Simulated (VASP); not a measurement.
# LaBiS2O with r2SCAN: from relaxation to properties

Aim: relax LaBiS2O, then compute properties on the relaxed cell. The steps: relaxing cell and atoms (r2SCAN), second relaxation, density, ELF and potential (r2SCAN), bands along the symmetry lines (r2SCAN), density of states (r2SCAN), independent-particle dielectric function (r2SCAN), bands along the symmetry lines (r2SCAN + SOC) and band structure (TB-mBJ). The start is a computed cell from the Materials Project.

Method: r2SCAN; plane waves and PAW (La, Bi_d, S, O), in the first sound run; inputs show where later runs differ, in VASP 6.6.1.

### 1. The structure

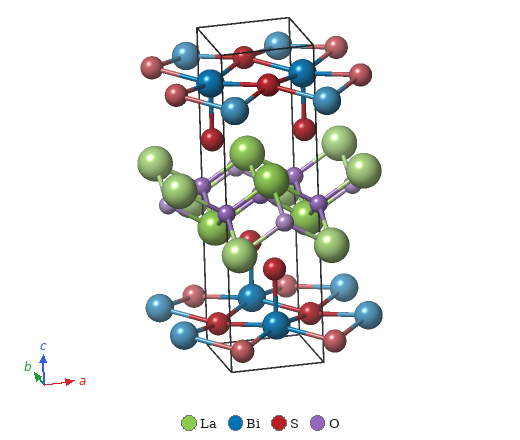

Start, viewed slightly off an axis; lanthanum green, bismuth blue, sulfur red, oxygen purple. Some periodic images of atoms are drawn too.

Structure file:

```xyz
10
Lattice="4.0555 0.0000 0.0000 0.0000 4.0555 0.0000 0.0000 0.0000 14.1733" Properties=species:S:1:pos:R:3 pbc="T T T"
La    2.0277    0.0000    8.3302
La    0.0000    2.0277    5.8430
Bi    0.0000    2.0277   12.2992
Bi    2.0277    0.0000    1.8741
S     2.0277    0.0000   12.6145
S     0.0000    2.0277    1.5588
S     0.0000    2.0277    9.7824
S     2.0277    0.0000    4.3909
O     0.0000    0.0000    7.0866
O     2.0277    2.0277    7.0866
```

### 2. Relaxing cell and atoms (r2SCAN)

The start need not lie at this functional's minimum. ISIF = 3 frees volume, shape and positions, and EDIFFG sets the threshold on forces and stress at which the search stops. r2SCAN adds the kinetic-energy density, costs more than a GGA and is run with LASPH.

Input file INCAR:

```
SYSTEM = LaBiS2O
PREC = Accurate
ENCUT = 520
EDIFF = 1E-06
NELM = 100
ISMEAR = 0
SIGMA = 0.05
LREAL = .FALSE.
ALGO = Normal
METAGGA = R2SCAN
LASPH = .TRUE.
NBANDS = 54
LORBIT = 11
LWAVE = .FALSE.
LCHARG = .FALSE.
KPAR = 8
IBRION = 2
NSW = 60
ISIF = 3
EDIFFG = -0.01
```

Input file POSCAR:

```
LaBiS2O
1.0
    4.0554970000      0.0000000000      0.0000000000
    0.0000000000      4.0554970000      0.0000000000
    0.0000000000      0.0000000000     14.1732650000
La Bi S O
2 2 4 2
Direct
    0.5000000000      0.0000000000      0.5877420000
    0.0000000000      0.5000000000      0.4122580000
    0.0000000000      0.5000000000      0.8677750000
    0.5000000000      0.0000000000      0.1322250000
    0.5000000000      0.0000000000      0.8900200000
    0.0000000000      0.5000000000      0.1099800000
    0.0000000000      0.5000000000      0.6902010000
    0.5000000000      0.0000000000      0.3097990000
    0.0000000000      0.0000000000      0.5000000000
    0.5000000000      0.5000000000      0.5000000000
```

Input file KPOINTS:

```
Automatic mesh
0
Gamma
6 6 2
0 0 0
```

PAW data sets: La, Bi_d, S and O (PBE family, release 64).

Run with:

```
> mpirun -np 8 vasp_std
```

The program printed:

```text
[banner, memory and clock lines left out]
running    8 mpi-ranks, on    1 nodes
 distrk:  each k-point on    1 cores,    8 groups
 distr:  one band on    1 cores,    1 groups

 POSCAR found type information on POSCAR LaBiS O
 POSCAR found :  4 types and      10 ions
|                                                                             |
|           W    W    AA    RRRRR   N    N  II  N    N   GGGG   !!!           |
|           W    W   A  A   R    R  NN   N  II  NN   N  G    G  !!!           |
|           W    W  A    A  R    R  N N  N  II  N N  N  G       !!!           |
|           W WW W  AAAAAA  RRRRR   N  N N  II  N  N N  G  GGG   !            |
|           WW  WW  A    A  R   R   N   NN  II  N   NN  G    G                |
|           W    W  A    A  R    R  N    N  II  N    N   GGGG   !!!           |
|                                                                             |
|     For optimal performance we recommend to set                             |
|       NCORE = 2 up to number-of-cores-per-socket                            |
|     NCORE specifies how many cores store one orbital (NPAR=cpu/NCORE).      |
|     This setting can greatly improve the performance of VASP for DFT.       |
|     The default, NCORE=1 might be grossly inefficient on modern             |
|     multi-core architectures or massively parallel machines. Do your        |
|     Unfortunately you need to use the default for GW and RPA                |
|     calculations (for HF NCORE is supported but not extensively tested      |
|     yet).                                                                   |
|                                                                             |

|                                                                             |
|               ----> ADVICE to this user running VASP <----                  |
|                                                                             |
|     You enforced a specific xc type in the INCAR file but a different       |
|     [... a line on the potential file left out ...]
|     I HOPE YOU KNOW WHAT YOU ARE DOING!                                     |
|                                                                             |

 LDA part: xc-table for (None), standard interpolation
 POSCAR, INCAR and KPOINTS ok, starting setup
 FFT: planning ... GRIDC
 FFT: planning ... GRID_SOFT
 FFT: planning ... GRID
 WAVECAR not read
 entering main loop
       N       E                     dE             d eps       ncg     rms          rms(c)
DAV:   1     0.955317743604E+03    0.95532E+03   -0.37823E+04  2176   0.218E+03
DAV:   2     0.514779803495E+02   -0.90384E+03   -0.85649E+03  2394   0.505E+02
DAV:   3    -0.218631857205E+03   -0.27011E+03   -0.26184E+03  3110   0.265E+02
DAV:   4    -0.266641791599E+03   -0.48010E+02   -0.45322E+02  3588   0.993E+01
DAV:   5    -0.271063173198E+03   -0.44214E+01   -0.43638E+01  3890   0.320E+01    0.156E+01
DAV:   6    -0.239499984132E+03    0.31563E+02   -0.34001E+01  3328   0.360E+01    0.883E+00
DAV:   7    -0.240067459867E+03   -0.56748E+00   -0.11212E+01  3800   0.160E+01    0.638E+00
DAV:   8    -0.240210485995E+03   -0.14303E+00   -0.35437E+00  3704   0.107E+01    0.302E+00
DAV:   9    -0.240065832438E+03    0.14465E+00   -0.94551E-01  3608   0.551E+00    0.931E-01
DAV:  10    -0.240093374653E+03   -0.27542E-01   -0.51307E-01  3544   0.302E+00    0.877E-01
DAV:  11    -0.240090346141E+03    0.30285E-02   -0.39844E-02  3768   0.123E+00    0.595E-01
DAV:  12    -0.240089157640E+03    0.11885E-02   -0.31155E-02  3560   0.791E-01    0.204E-01
DAV:  13    -0.240090187324E+03   -0.10297E-02   -0.56941E-03  3536   0.396E-01    0.140E-01
DAV:  14    -0.240089973804E+03    0.21352E-03   -0.10844E-03  4224   0.199E-01    0.723E-02
DAV:  15    -0.240089976731E+03   -0.29270E-05   -0.98724E-04  2936   0.130E-01    0.296E-02
DAV:  16    -0.240090087911E+03   -0.11118E-03   -0.23345E-04  4288   0.780E-02    0.451E-02
DAV:  17    -0.240090069193E+03    0.18718E-04   -0.12269E-04  3488   0.570E-02    0.425E-02
DAV:  18    -0.240090055714E+03    0.13479E-04   -0.11701E-04  3840   0.546E-02    0.157E-02
DAV:  19    -0.240090052849E+03    0.28647E-05   -0.92636E-05  3424   0.438E-02    0.138E-02
DAV:  20    -0.240090051403E+03    0.14468E-05   -0.99184E-06  3568   0.192E-02    0.110E-02
DAV:  21    -0.240090050398E+03    0.10051E-05   -0.64981E-06  2632   0.107E-02    0.526E-03
DAV:  22    -0.240090050370E+03    0.27470E-07   -0.45858E-07  1568   0.646E-03
   1 F= -.24009005E+03 E0= -.24009005E+03  d E =-.240090E+03
 curvature:   0.00 expect dE= 0.000E+00 dE for cont linesearch  0.000E+00
 trial: gam= 0.00000 g(F)=  0.106E-01 g(S)=  0.239E-01 ort = 0.000E+00 (trialstep = 0.100E+01)
 search vector abs. value=  0.345E-01
 bond charge predicted
       N       E                     dE             d eps       ncg     rms          rms(c)
DAV:   1    -0.240233079421E+03   -0.14303E+00   -0.75306E+00  3370   0.191E+01    0.301E+00
DAV:   2    -0.240115912171E+03    0.11717E+00   -0.78903E-01  3520   0.812E+00    0.111E+00
DAV:   3    -0.240091938572E+03    0.23974E-01   -0.14890E-01  3568   0.298E+00    0.393E-01
DAV:   4    -0.240090756520E+03    0.11821E-02   -0.24860E-02  3960   0.109E+00    0.198E-01
DAV:   5    -0.240090593487E+03    0.16303E-03   -0.35381E-03  3504   0.391E-01    0.128E-01
DAV:   6    -0.240090754946E+03   -0.16146E-03   -0.12749E-03  3928   0.188E-01    0.669E-02
DAV:   7    -0.240090826287E+03   -0.71341E-04   -0.31446E-04  4016   0.110E-01    0.233E-02
DAV:   8    -0.240090839757E+03   -0.13470E-04   -0.73956E-05  4234   0.451E-02    0.101E-02
DAV:   9    -0.240090841540E+03   -0.17826E-05   -0.98183E-06  3496   0.224E-02    0.289E-03
DAV:  10    -0.240090841139E+03    0.40090E-06   -0.10757E-06  2000   0.102E-02
   2 F= -.24009084E+03 E0= -.24009084E+03  d E =-.790769E-03
[... from here on, the cycles between the ionic steps are left out ...]
   3 F= -.24009905E+03 E0= -.24009905E+03  d E =-.899556E-02
   4 F= -.24010036E+03 E0= -.24010036E+03  d E =-.131213E-02
   5 F= -.24010045E+03 E0= -.24010045E+03  d E =-.140529E-02
   6 F= -.24010046E+03 E0= -.24010046E+03  d E =-.141380E-02
   7 F= -.24010046E+03 E0= -.24010046E+03  d E =-.141373E-02
   8 F= -.24010060E+03 E0= -.24010060E+03  d E =-.140283E-03
   9 F= -.24010060E+03 E0= -.24010060E+03  d E =-.141268E-03
  10 F= -.24010075E+03 E0= -.24010075E+03  d E =-.149176E-03
  11 F= -.24010084E+03 E0= -.24010084E+03  d E =-.237883E-03
  12 F= -.24010084E+03 E0= -.24010084E+03  d E =-.242819E-03
  13 F= -.24010087E+03 E0= -.24010087E+03  d E =-.269174E-03
  14 F= -.24010092E+03 E0= -.24010092E+03  d E =-.463358E-04
 trial-energy change:   -0.000046  1 .order   -0.000053   -0.000163    0.000056
 step:   0.5615(harm=  0.5931)  dis= 0.00146  next Energy=  -240.100925 (dE=-0.549E-04)
 bond charge predicted
       N       E                     dE             d eps       ncg     rms          rms(c)
DAV:   1    -0.240100912991E+03    0.41230E-05   -0.70572E-03  3496   0.395E-01    0.462E-02
DAV:   2    -0.240100928287E+03   -0.15295E-04   -0.51423E-04  3710   0.189E-01    0.186E-02
DAV:   3    -0.240100922015E+03    0.62717E-05   -0.44367E-05  3536   0.525E-02    0.651E-03
DAV:   4    -0.240100922895E+03   -0.88021E-06   -0.47558E-06  2576   0.183E-02
  15 F= -.24010092E+03 E0= -.24010092E+03  d E =-.527936E-04
 curvature:  -0.76 expect dE=-0.464E-04 dE for cont linesearch -0.213E-06
 trial: gam= 0.36591 g(F)=  0.209E-04 g(S)=  0.404E-04 ort =-0.123E-04 (trialstep = 0.751E+00)
 search vector abs. value=  0.124E-03
 reached required accuracy - stopping structural energy minimisation
```

Run time: 23 min. Hardware: 8 MPI ranks of AMD EPYC 7R43, shared host; peak memory 4.5 GiB; 3 h of CPU time.

The logs omit lines about the potential files and the build; timing stands in the text.

Parts of OUTCAR (step 2):

```text
ion  position               nearest neighbor table
   1  0.500  0.000  0.588-   9 2.38  10 2.38  10 2.38   9 2.38   7 3.21   7 3.21   7 3.21   7 3.21

  LATTYP: Found a simple tetragonal cell.
 ALAT       =     4.0554970000
 C/A-ratio  =     3.4948281308

 Subroutine GETGRP returns: Found 16 space group operations
 (whereof  8 operations were pure point group operations)

The static configuration has the point symmetry D_2d.
 The point group associated with its full space group is D_4h.

 Found     20 irreducible k-points:

   k-points           NKPTS =     20   k-points in BZ     NKDIM =     20   number of bands    NBANDS=     54

   dimension x,y,z NGX =    30 NGY =   30 NGZ =  108
   dimension x,y,z NGXF=    60 NGYF=   60 NGZF=  216

   ENCUT  =  520.0 eV  38.22 Ry    6.18 a.u.   7.54  7.54 26.35*2*pi/ulx,y,z

   NELECT =      88.0000    total number of electrons

 k-points in reciprocal lattice and weights: Automatic mesh
   0.00000000  0.00000000  0.00000000       0.014
   0.16666667  0.00000000  0.00000000       0.056
   0.33333333  0.00000000  0.00000000       0.056
   0.50000000  0.00000000  0.00000000       0.028
   0.16666667  0.16666667  0.00000000       0.056
   0.33333333  0.16666667  0.00000000       0.111
   0.50000000  0.16666667  0.00000000       0.056
   0.33333333  0.33333333  0.00000000       0.056
   0.50000000  0.33333333  0.00000000       0.056
[...]
0.50000000  0.33333333  0.50000000       0.056
   0.50000000  0.50000000  0.50000000       0.014

 average (electrostatic) potential at core
       1-102.2179       2-102.2179       3-112.3987       4-112.3987       5 -88.5092
       6 -88.5092       7 -87.7290       8 -87.7290       9 -71.8262      10 -71.8262

 E-fermi :   5.3857

 k-point     1 :       0.0000    0.0000    0.0000
  band No.  band energies     occupation
    ...
     40       4.2350      2.00000
     41       4.4798      2.00000
     42       4.4798      2.00000
     43       4.8719      2.00000
     44       4.8719      2.00000
     45       8.9230      0.00000
     46       9.1404      0.00000
     47       9.1672      0.00000
     48       9.4704      0.00000
     49      10.0032      0.00000
    ...

 k-point     2 :       0.1667    0.0000    0.0000
  band No.  band energies     occupation
    ...
     40       3.9197      2.00000
     41       4.3820      2.00000
     42       4.3834      2.00000
     43       4.6985      2.00000
     44       4.7798      2.00000
     45       8.5897      0.00000
     46       9.0086      0.00000
     47       9.0578      0.00000
     48       9.0947      0.00000
     49       9.2991      0.00000
    ...

 k-point     3 :       0.3333    0.0000    0.0000
  band No.  band energies     occupation
    ...
     40       4.0676      2.00000
     41       4.2179      2.00000
     42       4.3867      2.00000
     43       4.4974      2.00000
     44       4.6596      2.00000
     45       7.0441      0.00000
     46       7.4235      0.00000
     47       7.4676      0.00000
     48       7.6656      0.00000
     49       8.6823      0.00000
    ...

  Total       -0.0317180     -0.0317180     -0.0797924      0.0000000      0.0000000      0.0000000
  in kB       -0.2203153     -0.2203153     -0.5542429      0.0000000      0.0000000      0.0000000
  external PRESSURE =      -0.3316245 kB  Pullay stress =       0.0000000 kB

  energy-cutoff  :      520.00
  volume of cell :      230.66
      direct lattice vectors                 reciprocal lattice vectors
     4.040821644 -0.000000000  0.000000000     0.247474422 -0.000000000 -0.000000000
    -0.000000000  4.040821644 -0.000000000     0.000000000  0.247474422 -0.000000000
     0.000000000  0.000000000 14.126444472    -0.000000000  0.000000000  0.070789221

 POSITION                                       TOTAL-FORCE (eV/Angst)
 -----------------------------------------------------------------------------------
      2.02041      0.00000      8.31227         0.000000      0.000000      0.005885
      0.00000      2.02041      5.81418        -0.000000     -0.000000     -0.005885
      0.00000      2.02041     12.26094         0.000000      0.000000      0.008173
      2.02041      0.00000      1.86550        -0.000000     -0.000000     -0.008173
      2.02041      0.00000     12.57309         0.000000      0.000000      0.008889
      0.00000      2.02041      1.55335        -0.000000     -0.000000     -0.008889
      0.00000      2.02041      9.76810        -0.000000     -0.000000     -0.006006
      2.02041      0.00000      4.35834         0.000000      0.000000      0.006006
      0.00000      0.00000      7.06322        -0.000000     -0.000000      0.000000
      2.02041      2.02041      7.06322        -0.000000      0.000000      0.000000
 -----------------------------------------------------------------------------------
    total drift:                                0.000000     -0.000000      0.000000

  FREE ENERGIE OF THE ION-ELECTRON SYSTEM (eV)
  ---------------------------------------------------
  free  energy   TOTEN  =      -240.1009228951 eV

  energy  without entropy=     -240.1009228951  energy(sigma->0) =     -240.10092290

 reached required accuracy - stopping structural energy minimisation

 total charge
# of ion       s       p       d       f       tot
--------------------------------------------------
    1        1.993   5.710   0.604   0.215   8.523
    2        1.993   5.710   0.604   0.215   8.523
    3        1.583   1.017   9.966   0.000  12.567
    4        1.583   1.017   9.966   0.000  12.567
    5        1.339   2.355   0.000   0.000   3.693
    6        1.339   2.355   0.000   0.000   3.693
    7        1.325   2.432   0.000   0.000   3.757
    8        1.325   2.432   0.000   0.000   3.757
    9        1.573   3.497   0.000   0.000   5.070
   10        1.573   3.497   0.000   0.000   5.070
--------------------------------------------------
tot         15.626  30.022  21.142   0.431  67.221

[... 3 further parts left out ...]
```

CONTCAR:

```
LaBiS2O
   1.00000000000000
     4.0408216444333105   -0.0000000000000000    0.0000000000000000
    -0.0000000000000000    4.0408216444333105   -0.0000000000000000
     0.0000000000000000    0.0000000000000000   14.1264444716589814
  La              Bi              S               O
     2     2     4     2
Direct
     0.5000000000000000    0.0000000000000000    0.5884187758536096
     0.0000000000000000    0.5000000000000000    0.4115812241463905
     0.0000000000000000    0.5000000000000000    0.8679425450553750
     0.5000000000000000    0.0000000000000000    0.1320574549446252
     0.5000000000000000    0.0000000000000000    0.8900394486876918
     0.0000000000000000    0.5000000000000000    0.1099605513123082
     0.0000000000000000    0.5000000000000000    0.6914764398026506
     0.5000000000000000    0.0000000000000000    0.3085235601973492
     0.0000000000000000    0.0000000000000000    0.5000000000000000
     0.5000000000000000    0.5000000000000000    0.5000000000000000
```

The gap is read on the k-mesh alone, so it is an upper bound where the band edges lie off the mesh. The PAW data sets were made with PBE, which is usual practice but a small mismatch for other functionals. The run keeps the 16 symmetry operations of its start, so it cannot find a distortion of lower symmetry.

Relaxation path:

| step | energy less that of the first step (eV) | largest force (eV/Å) | pressure (GPa) | volume (Å³) |
| --- | --- | --- | --- | --- |
| 1 | 0.0000 | 0.2478 | -0.87 | 233.11 |
| 2 | -0.0008 | 0.2848 | 0.92 | 228.88 |
| 3 | -0.0090 | 0.1532 | 0.03 | 230.92 |
| 4 | -0.0103 | 0.0299 | -0.01 | 230.78 |
| 5 | -0.0104 | 0.0421 | -0.02 | 230.72 |
| 6 | -0.0104 | 0.0378 | -0.01 | 230.74 |
| 7 | -0.0104 | 0.0412 | -0.03 | 230.74 |
| 8 | -0.0105 | 0.0267 | 0.01 | 230.58 |
| 9 | -0.0106 | 0.0330 | 0.02 | 230.53 |
| 10 | -0.0107 | 0.0199 | 0.04 | 230.52 |
| 11 | -0.0108 | 0.0122 | 0.05 | 230.51 |
| 12 | -0.0108 | 0.0296 | 0.06 | 230.50 |
| 13 | -0.0108 | 0.0197 | 0.06 | 230.50 |
| 14 | -0.0109 | 0.0092 | -0.05 | 230.73 |
| 15 | -0.0109 | 0.0089 | -0.03 | 230.66 |

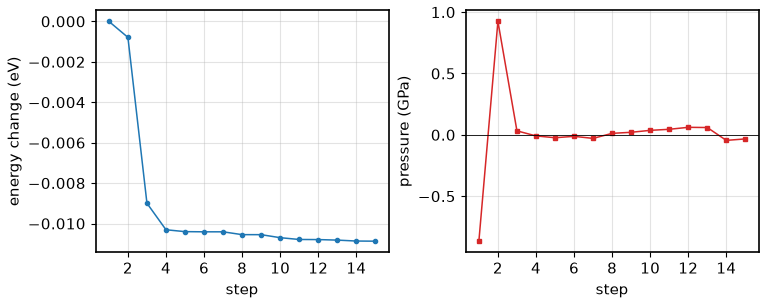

Energy and pressure along the relaxation.

| conventional cell, symmetrised | before | after | change |
| --- | --- | --- | --- |
| a (Å) | 4.055 | 4.041 | -0.4 % |
| b (Å) | 4.055 | 4.041 | -0.4 % |
| c (Å) | 14.173 | 14.126 | -0.3 % |
| volume (Å³/atom) | 23.31 | 23.07 | -1.1 % |

The atoms that moved most (Å, as changes of fractional coordinates times the final cell):

| atom | dx | dy | dz | length |
| --- | --- | --- | --- | --- |
| S7 | 0.000 | 0.000 | 0.018 | 0.018 |
| S8 | 0.000 | 0.000 | -0.018 | 0.018 |
| La1 | 0.000 | 0.000 | 0.010 | 0.010 |
| La2 | 0.000 | 0.000 | -0.010 | 0.010 |

The relaxed structure:

```xyz
10
Lattice="4.0408 0.0000 0.0000 0.0000 4.0408 0.0000 0.0000 0.0000 14.1264" Properties=species:S:1:pos:R:3 pbc="T T T"
La    2.0204    0.0000    8.3123
La    0.0000    2.0204    5.8142
Bi    0.0000    2.0204   12.2609
Bi    2.0204    0.0000    1.8655
S     2.0204    0.0000   12.5731
S     0.0000    2.0204    1.5534
S     0.0000    2.0204    9.7681
S     2.0204    0.0000    4.3583
O     0.0000    0.0000    7.0632
O     2.0204    2.0204    7.0632
```

This step gave:

```yaml
electrons: 88
bands: 54
irreducible_k_points: 20
symmetry_operations: 16
free_energy_toten: -240.1009 eV
fermi_energy: 5.386 eV
pressure: -0.03316 GPa
metallic: no
valence_top_at_k: 0.5, 0, 0
conduction_bottom_at_k: 0.5, 0, 0
least_direct_gap_at_k: 0.5, 0, 0
scf_cycles_over_all_ionic_steps: 110
gap_on_the_k_mesh: 1.124 eV
least_direct_gap_on_the_k_mesh: 1.124 eV
```

It ends with a largest force of 0.009 eV/Å and a pressure of -0.03 GPa.

(Continued in part 2 of 6.)

[Lines on the potential files, build, host, timing and source positions are cut from VASP's logs without a mark.]

[Logs are printed without paths, hosts, clocks, repeated set-up lines and the standing remarks that a program may print on its own settings, such as how far it seeks lower states.]

[Hosts, paths, dates, database ids (printed as entryN), source tags and the programs' standing remarks are cut or masked in the printed files.]

[A measured line is paired with the nearest computed mode of its activity, which favours agreement.]
